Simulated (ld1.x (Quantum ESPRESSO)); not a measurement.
# A TM potential for Ge, from input to tests

Aim: build the potential from the settings below, then test how well it stands in for the atom: other configurations, scattering, ghost states and the plane-wave cutoff that it needs.

Program: ld1.x (Quantum ESPRESSO) 7.5. Reference atom: PBEsol, scalar-relativistic, spherical and spin-unpolarised. All values are calculated.

### Step 1. The atom and the settings

Typed settings, in words:

```json
{
  "element": "germanium (Ge, Z = 32)",
  "type": "norm-conserving Troullier–Martins (Kleinman–Bylander form)",
  "frozen core": "[Ar] 3d10",
  "valence charge": "4",
  "reference configuration": "4s2 4p2",
  "partial waves": "4p (bound): rc 1.95 bohr; 4d channel at 0.2 Ry: rc 1.75 bohr; 4s (bound): rc 1.30 bohr",
  "local potential": "the s channel",
  "core correction": "not asked for"
}
```

### Step 2. The generation run

Ge.in

```
 &input
   title='Ge', zed=32., rel=1, dft='PBESOL', iswitch=3,
   config='[Ar] 3d10 4s2 4p2 4d-2',
   nld=3, rlderiv=2.15, eminld=-3.0, emaxld=5.0, deld=0.02
 /
 &inputp
   pseudotype=2, tm=.true., lloc=0,
   nlcc=.false.,
   file_pseudopw='Ge.UPF', file_wfcaegen='ae.wfc', file_wfcncgen='nc.wfc', file_beta='beta', file_chi='chi'
 /
3
4P  2  1   2.00   0.00  1.95  1.95  0.0
4D  3  2  -2.00   0.20  1.75  1.75  0.0
4S  1  0   2.00   0.00  1.30  1.30  0.0
 &test
   configts(1)='4s2 4p2'
 /
```

Command:

```
$ ld1.x < Ge.in > Ge.out
```

The output, Ge.out (without the banner and most projector matrices):

```text
     Program LD1 v.7.5
     --------------------------- All-electron run ----------------------------

     Ge
     scalar relativistic calculation

     atomic number is 32.00
     dft =PBESOL   lsd =0 sic =0 latt =0  beta=0.20 tr2=1.0E-14
     Exchange-correlation= PBESOL
                           (   1   4  10   8   0   0   0)
     mesh =1207 r(mesh) = 100.41023 a.u. xmin = -7.00 dx = 0.01250
     1 Ry =  13.60569312 eV, c = 137.03599908

     n l     nl                  e(Ry)          e(Ha)          e(eV)
     1 0     1S 1( 2.00)      -804.9585      -402.4792    -10952.0180
     2 0     2S 1( 2.00)      -100.7399       -50.3699     -1370.6359
     2 1     2P 1( 6.00)       -88.0571       -44.0285     -1198.0777
     3 0     3S 1( 2.00)       -12.3563        -6.1782      -168.1161
     3 1     3P 1( 6.00)        -8.4836        -4.2418      -115.4256
     3 2     3D 1(10.00)        -2.1544        -1.0772       -29.3123
     4 0     4S 1( 2.00)        -0.8631        -0.4316       -11.7433
     4 1     4P 1( 2.00)        -0.2864        -0.1432        -3.8968

     final scf error:  9.8E-15 reached in  36 iterations

     Etot =   -4194.589934 Ry,   -2097.294967 Ha,  -57070.303424 eV

     Ekin =    4270.140783 Ry,    2135.070392 Ha,   58098.225088 eV
     Encl =  -10112.824798 Ry,   -5056.412399 Ha, -137591.990814 eV
     Eh   =    1803.960466 Ry,     901.980233 Ha,   24544.132508 eV
     Exc  =    -155.866385 Ry,     -77.933193 Ha,   -2120.670205 eV

     normalization and overlap integrals

     s(1S/1S) =  1.000000  <r> =   0.0470  <r2> =    0.0030  r(max) =   0.0309
     s(2S/2S) =  1.000000  <r> =   0.2102  <r2> =    0.0521  r(max) =   0.1754
     s(2P/2P) =  1.000000  <r> =   0.1838  <r2> =    0.0414  r(max) =   0.1418
     s(3S/3S) =  1.000000  <r> =   0.6247  <r2> =    0.4503  r(max) =   0.5402
     s(3P/3P) =  1.000000  <r> =   0.6474  <r2> =    0.4936  r(max) =   0.5402
     s(3D/3D) =  1.000000  <r> =   0.7368  <r2> =    0.6976  r(max) =   0.5012
     s(4S/4S) =  1.000000  <r> =   2.1153  <r2> =    5.1783  r(max) =   1.7494
     s(4P/4P) =  1.000000  <r> =   2.8834  <r2> =    9.9356  r(max) =   2.2184

     ------------------------ End of All-electron run ------------------------

     --------------------- Generating NC pseudopotential ---------------------

      Generating local pot.: lloc=0, matching radius rcloc =   1.3000

      Wfc   4P  rcut= 1.933  Using Troullier-Martins method

      Wfc   4D  rcut= 1.749  Using Troullier-Martins method

     ------------------- End of pseudopotential generation -------------------

     [... the all-electron block is printed once more ...]


     Computing logarithmic derivative in   2.15014
     Message from routine run_pseudo:
     Warning: convergence not achieved
     Computing logarithmic derivative in   2.15014
     Computing the partial wave expansion
       no projector for channel:   0
     R is outside the sphere for l=    1 j= 0.00
     R is outside the sphere for l=    2 j= 0.00

     ---------------------- Testing the pseudopotential ----------------------

     Ge
     scalar relativistic calculation

     atomic number is 32.00   valence charge is  4.00
     dft =PBESOL   lsd =0 sic =0 latt =0  beta=0.20 tr2=1.0E-14
     mesh =1207 r(mesh) = 100.41023 xmin = -7.00 dx = 0.01250

     n l     nl             e AE (Ry)        e PS (Ry)    De AE-PS (Ry)
     1 0     4S   1( 2.00)       -0.86312       -0.86311       -0.00001
     2 1     4P   1( 2.00)       -0.28641       -0.28641       -0.00000

     eps = 6.2E-12  iter =201

     Etot =   -4194.589934 Ry,   -2097.294967 Ha,  -57070.303424 eV
     Etotps =    -7.558186 Ry,      -3.779093 Ha,    -102.834360 eV

     Ekin =       2.621542 Ry,       1.310771 Ha,      35.667901 eV
     Encl =     -14.080815 Ry,      -7.040408 Ha,    -191.579251 eV
     Ehrt =       5.834467 Ry,       2.917233 Ha,      79.381965 eV
     Ecxc =      -1.927251 Ry,      -0.963625 Ha,     -26.221582 eV
     Epseu=      -0.006129 Ry,      -0.003065 Ha,      -0.083393 eV

     ---------------------- End of pseudopotential test ----------------------
```

It took 2.3 s on 1 thread of Neoverse-V2, shared host. (Generation and the later configuration tests together.)

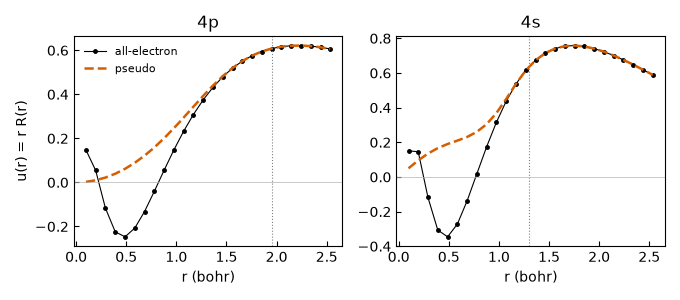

All-electron and pseudo partial waves (4p, 4s), with the matching radii dotted. The curves join 26 sampled radii, too few to resolve the innermost nodes.

### Step 3. Testing the new file in other configurations

Ge.test.in

```
 &input
   title='Ge', zed=32., rel=1, dft='PBESOL', iswitch=2,
   config='[Ar] 3d10 4s2 4p2 4d-2'
 /
 &test
   file_pseudo='Ge.UPF', nconf=8,
   configts(1)='4s2 4p2',
   configts(2)='4s2 4p1',
   configts(3)='4s2 4p0',
   configts(4)='4s1 4p0',
   configts(5)='4s2 4p1.5',
   configts(6)='4s1 4p3',
   configts(7)='4s0 4p4',
   configts(8)='4s2 4p2.3'
 /
```

Command:

```
$ ld1.x < Ge.test.in > Ge.test.out
```

Ge.test.out, the pseudopotential blocks, each with the warnings that came before it:

```text
     Warning: convergence not achieved
     ---------------------- Testing the pseudopotential ----------------------

     Ge
     scalar relativistic calculation

     atomic number is 32.00   valence charge is  4.00
     dft =PBESOL   lsd =0 sic =0 latt =0  beta=0.20 tr2=1.0E-14
     mesh =1207 r(mesh) = 100.41023 xmin = -7.00 dx = 0.01250

     n l     nl             e AE (Ry)        e PS (Ry)    De AE-PS (Ry)
     1 0     4S   1( 2.00)       -0.86312       -0.86311       -0.00001
     2 1     4P   1( 2.00)       -0.28641       -0.28641       -0.00000

     eps = 8.1E-14  iter =201

     Etot =   -4194.589934 Ry,   -2097.294967 Ha,  -57070.303424 eV
     Etotps =    -7.558186 Ry,      -3.779093 Ha,    -102.834360 eV

     Ekin =       2.621542 Ry,       1.310771 Ha,      35.667901 eV
     Encl =     -14.080815 Ry,      -7.040408 Ha,    -191.579251 eV
     Ehrt =       5.834467 Ry,       2.917233 Ha,      79.381965 eV
     Ecxc =      -1.927251 Ry,      -0.963625 Ha,     -26.221582 eV
     Epseu=      -0.006129 Ry,      -0.003065 Ha,      -0.083393 eV

     ---------------------- End of pseudopotential test ----------------------

     ---------------------- Testing the pseudopotential ----------------------

     Ge
     [...]
     n l     nl             e AE (Ry)        e PS (Ry)    De AE-PS (Ry)
     1 0     4S   1( 2.00)       -1.46208       -1.46319        0.00111
     2 1     4P   1( 1.00)       -0.82733       -0.82815        0.00082

     eps = 8.0E-15  iter = 49

     Etot =   -4194.042153 Ry,   -2097.021076 Ha,  -57062.850477 eV
     Etotps =    -7.009977 Ry,      -3.504989 Ha,     -95.375601 eV
     dEtot_ae =       0.547781 Ry
     dEtot_ps =       0.548209 Ry,   Delta E=      -0.000427 Ry

     [...]
     ---------------------- End of pseudopotential test ----------------------

     Warning: convergence not achieved
     ---------------------- Testing the pseudopotential ----------------------

     Ge
     [...]
     n l     nl             e AE (Ry)        e PS (Ry)    De AE-PS (Ry)
     1 0     4S   1( 2.00)       -2.15220       -2.15373        0.00154
     2 1     4P   1( 0.00)       -1.45534       -1.45575        0.00041

     eps = 3.2E-13  iter =201

     Etot =   -4192.906700 Ry,   -2096.453350 Ha,  -57047.401848 eV
     Etotps =    -5.873382 Ry,      -2.936691 Ha,     -79.911434 eV
     dEtot_ae =       1.683235 Ry
     dEtot_ps =       1.684804 Ry,   Delta E=      -0.001569 Ry

     [...]
     ---------------------- End of pseudopotential test ----------------------

     ---------------------- Testing the pseudopotential ----------------------

     Ge
     [...]
     n l     nl             e AE (Ry)        e PS (Ry)    De AE-PS (Ry)
     1 0     4S   1( 1.00)       -2.96839       -2.95556       -0.01283  !
     2 1     4P   1( 0.00)       -2.20180       -2.19006       -0.01174  !

     eps = 8.6E-15  iter = 41

     Etot =   -4190.349829 Ry,   -2095.174914 Ha,  -57012.613850 eV
     Etotps =    -3.319220 Ry,      -1.659610 Ha,     -45.160292 eV
     dEtot_ae =       4.240105 Ry
     dEtot_ps =       4.238966 Ry,   Delta E=       0.001140 Ry

     [...]
     ---------------------- End of pseudopotential test ----------------------

     Warning: convergence not achieved
     ---------------------- Testing the pseudopotential ----------------------

     Ge
     [...]
     n l     nl             e AE (Ry)        e PS (Ry)    De AE-PS (Ry)
     1 0     4S   1( 2.00)       -1.14830       -1.14874        0.00044
     2 1     4P   1( 1.50)       -0.54336       -0.54369        0.00032

     eps = 2.0E-12  iter =201

     Etot =   -4194.383792 Ry,   -2097.191896 Ha,  -57067.498716 eV
     Etotps =    -7.351944 Ry,      -3.675972 Ha,    -100.028291 eV
     dEtot_ae =       0.206142 Ry
     dEtot_ps =       0.206242 Ry,   Delta E=      -0.000100 Ry

     [...]
     ---------------------- End of pseudopotential test ----------------------

     ---------------------- Testing the pseudopotential ----------------------

     Ge
     [...]
     n l     nl             e AE (Ry)        e PS (Ry)    De AE-PS (Ry)
     1 0     4S   1( 1.00)       -0.93340       -0.93228       -0.00112
     2 1     4P   1( 3.00)       -0.33722       -0.33731        0.00009

     eps = 8.0E-15  iter = 96

     Etot =   -4194.003346 Ry,   -2097.001673 Ha,  -57062.322480 eV
     Etotps =    -6.972072 Ry,      -3.486036 Ha,     -94.859866 eV
     dEtot_ae =       0.586589 Ry
     dEtot_ps =       0.586115 Ry,   Delta E=       0.000474 Ry

     [...]
     ---------------------- End of pseudopotential test ----------------------

     ---------------------- Testing the pseudopotential ----------------------

     Ge
     [...]
     n l     nl             e AE (Ry)        e PS (Ry)    De AE-PS (Ry)
     1 0     4S   1( 0.00)       -0.99638       -0.99110       -0.00528  !
     2 1     4P   1( 4.00)       -0.38282       -0.38269       -0.00013

     eps = 3.9E-15  iter = 11

     Etot =   -4193.398370 Ry,   -2096.699185 Ha,  -57054.091362 eV
     Etotps =    -6.370201 Ry,      -3.185100 Ha,     -86.670995 eV
     dEtot_ae =       1.191565 Ry
     dEtot_ps =       1.187985 Ry,   Delta E=       0.003579 Ry

     [...]
     ---------------------- End of pseudopotential test ----------------------

     Warning: convergence not achieved
     ---------------------- Testing the pseudopotential ----------------------

     Ge
     [...]
     n l     nl             e AE (Ry)        e PS (Ry)    De AE-PS (Ry)
     1 0     4S   1( 2.00)       -0.70991       -0.70978       -0.00013
     2 1     4P   1( 2.30)       -0.14877       -0.14870       -0.00007

     eps = 2.5E-13  iter =201

     Etot =   -4194.654849 Ry,   -2097.327425 Ha,  -57071.186637 eV
     Etotps =    -7.623094 Ry,      -3.811547 Ha,    -103.717472 eV
     dEtot_ae =      -0.064915 Ry
     dEtot_ps =      -0.064908 Ry,   Delta E=      -0.000007 Ry

     [...]
     ---------------------- End of pseudopotential test ----------------------
```

Energies count from the reference configuration 4s2 4p2; the error is all-electron less pseudo. A star marks tests that logged a warning.

```csv
valence configuration,charge,ΔE all-electron (eV),error AE − PS (meV)
4s2 4p1,+1,7.453,-5.8
4s2 4p0 *,+2,22.902,-21
4s1 4p0,+3,57.690,+16
4s2 4p1.5 *,+0.5,2.805,-1.4
4s1 4p3,0,7.981,+6.4
4s0 4p4,0,16.212,+49
4s2 4p2.3 *,-0.3,-0.883,-0.1
```

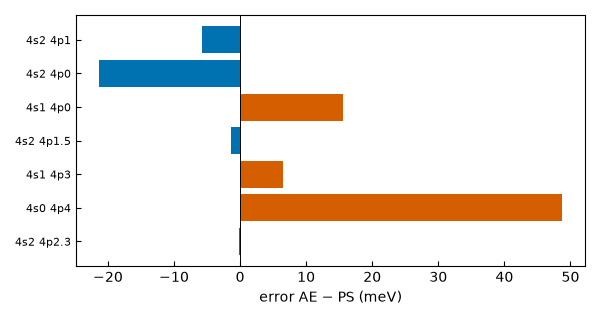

Error of the potential in each test configuration.

### Step 4. Does it scatter like the atom?

Taken from the files of the generation run. The phase is arctan(r·u′/u) with u = r·R, unwrapped, with energies in Ry. A pole is an energy at which the radial function vanishes at the test radius. The pseudo phase is shifted by a multiple of π to meet the all-electron one at the reference energy. Levels narrower than the energy grid can be missing from the poles. The last column is the largest difference on the grid between −1 and +1 Ry.

```tsv
channel	radius (bohr)	reference (Ry)	poles AE	poles PS	window around the reference with phases within 0.05 rad (Ry)	largest difference near zero (rad)
s	2.15	-0.86	1.31	1.19	below 2.5	0.010
p	2.15	-0.29	2.73	2.91	below 4.9	0.005
d	2.15	0.20	-2.08	none	-1.7 to 1.6	0.007
```

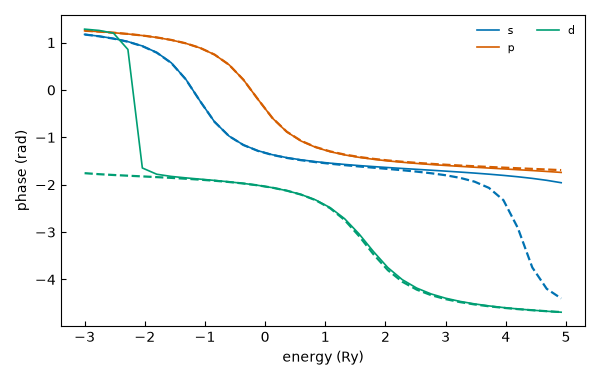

All-electron (solid) and pseudo (dashed) phases against energy.

### Step 5. Cutoff and ghost test in a Bessel basis

This step uses the generator's waves and projectors in a separate script. Basis: spherical Bessel functions vanishing at 20 bohr, q² up to the cutoff; potential fixed at the reference.

All-electron valence levels (Ry): 4p -0.2864, 4s -0.8631. The lowest levels of each channel (Ry) by cutoff; the last column sums, over occupied levels, occupation times the distance from the level at 400 Ry. A positive value at high cutoff is not a bound level.

```tsv
cutoff (Ry)	p #1	p #2	d #1	s #1	f #1	Σ f·Δε (mRy)
8	-2.8635	-0.2387	0.0558	-0.7850	0.1088	251.5
18	-44.9246	-0.2858	0.0557	-0.8096	0.1088	108.3
40	-71.1684	-0.2864	0.0528	-0.8565	0.1088	13.3
45	-93.0426	-0.2864	-0.0084	-0.8585	0.1088	9.3
60	-134.9082	-0.2864	-2.1722	-0.8594	0.1088	7.5
110	-158.4308	-0.2864	-3.5916	-0.8625	0.1088	1.2
140	-160.9787	-0.2864	-3.6458	-0.8629	0.1088	0.5
180	-163.8120	-0.2864	-3.6474	-0.8630	0.1088	0.3
400	-165.3092	-0.2864	-3.6492	-0.8631	0.1088	0.0
```

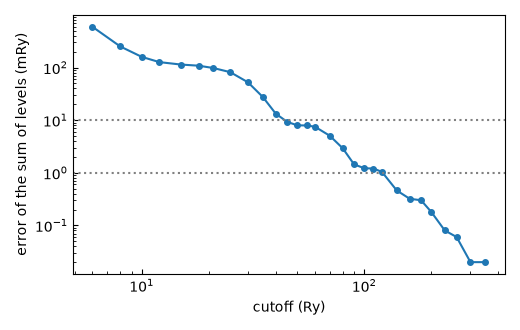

Occupation-weighted error of the valence levels against the cutoff; the dotted lines mark 10 and 1 mRy.

The sum stays within 10 mRy from 45 Ry and within 1 mRy from 140 Ry. The sum leaves out empty levels, which can need more. Ghost test: ghost states, bound below the all-electron valence or empty levels of the same l: p at -2249.1 eV, d at -49.6 eV.

### Step 6. Results

| quantity | value |
| --- | --- |
| cutoffs for 10 and 1 mRy, occupied levels | 45 Ry and 140 Ry |
| bound ghosts | p at -2249.15 eV, d at -49.65 eV |
| largest test error (AE − PS) | +49 meV, for 4s0 4p4 |
| largest phase difference near zero energy, channels read | 0.010 rad |

It has a bound ghost (p, d), a state that the atom doesn't have, and that rules the file out. The worst unpolarised test, 4s0 4p4, is off by 49 meV on 16.2 eV; by total energies transferability rates as fair. It counts as of middling hardness, with 45 Ry needed at the looser tolerance. The tighter tolerance needs 140 Ry, and converged work needs a cutoff nearer that. The slowest occupied level is 4s: taken alone it needs 90 Ry to come within 1 mRy, against 18 Ry for 4p. Near zero energy the phases of the channels with partial waves agree within 0.010 rad.
